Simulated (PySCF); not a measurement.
# CH3Cl3SSi: the cost of one run

Computed with PySCF 2.14.0, with density-fitted response routines of our own, on a single molecule in the gas phase. Atoms count from 0, in the outputs and in this text.

### 1 The starting structure

9 atoms, charge 0, multiplicity 1; geometry from: GFN2-xTB. The atoms were then displaced at random by about 0.01 Å, so the start is not that level's minimum.

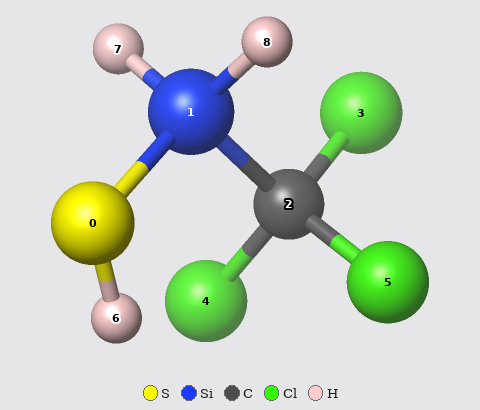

The starting geometry (sulfur yellow, silicon blue, carbon dark grey, chlorine green, hydrogen pink), atoms numbered; sticks join atoms by distance.

### 2 Relaxing the molecule at PBE0-D3(BJ)/def2-SVP

The job: settings as JSON, then the geometry in Å.

```
{"job": {"xc": "PBE0", "basis": "def2-SVP", "d3": "d3bj", "grid": 1, "shake": 0.01, "kind": "geom"}, "charge": 0, "multiplicity": 1}
S      2.306760    -0.177680    -0.405860
Si     0.581120     0.197730     0.818400
C     -1.020280     0.010140    -0.289630
Cl    -2.399150     0.223020     0.740400
Cl    -1.078370    -1.607930    -1.038440
Cl    -1.042430     1.240760    -1.570940
H      1.653950    -0.684980    -1.440420
H      0.464060    -0.803330     1.853040
H      0.592160     1.585130     1.299720
```

Launch:

```
OMP_NUM_THREADS=1 python probes_run.py task.json out
```

The driver reads the jobs from task.json and runs them one after another.

Q: Estimate the wall time of this first job on 1 thread of Arm Neoverse N1, shared host.

About 1.7 min.
